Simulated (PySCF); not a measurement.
Vertical excitations of a molecule C4H4Cl2 from PySCF 2.14.0 with TDDFT-ωB97X/def2-SVPD, as energy in eV (oscillator strength): 5.28 (0.700), 6.84 (0.001), 6.92 (0.000), 6.95 (0.000), 6.99 (0.000), 7.06 (0.000), 7.32 (0.000), 7.43 (0.021). Lowest triplet (TDA): 2.93 eV. The structure is a stationary point at PBE0-D3(BJ)/def2-SVP. The values are those of a single conformer.

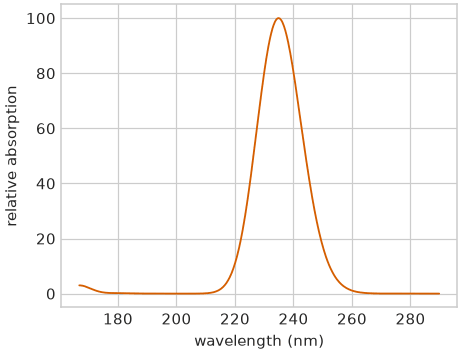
*The lines broadened by 0.4 eV.*

Task: Pick the molecule that these values belong to.
A) C=CC=C(Cl)Cl
B) Cl/C=C\C=C/Cl
C) C=C=C(Cl)CCl
D) ClC=C=CCCl

Result: B, Cl/C=C\C=C/Cl
